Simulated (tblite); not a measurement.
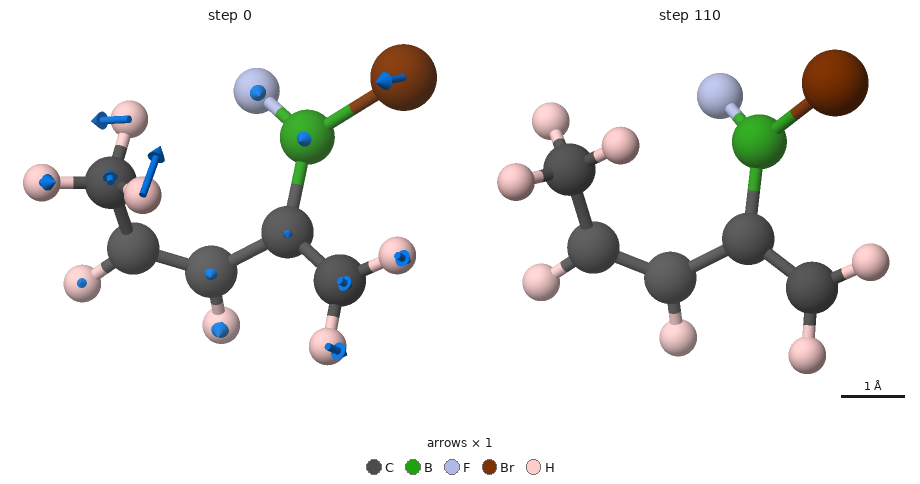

The structure of C5H7BBrF before (left) and after (right) a relaxation, at one scale. The blue arrows give the displacements, at their true length.

The picture is a ball-and-stick view, seen face on.

The calculation used GFN2-xTB geometry optimisation, gas phase in tblite. 

### What changed between the two?

The largest move after the best rigid fit is that of an H atom, 1.01 Å. By element the largest moves are H 1.01 Å, Br 0.70 Å, F 0.35 Å, C 0.32 Å, B 0.32 Å. Among the contacts that change: B–F 1.449 → 1.318 Å, B–Br 1.999 → 1.884 Å, C–C 1.497 → 1.469 Å, C–H 1.117 → 1.091 Å. Among the angles between lasting bonds that change: C–C–H 118.1° → 114.6°, F–B–Br 117.8° → 115.3°, C–C–C 123.4° → 125.9°. Groups turn about C–C by about 40°, C–C by about 25°, B–C by about 20°. After 110 geometry steps the energy has fallen by 12.0 kcal/mol.
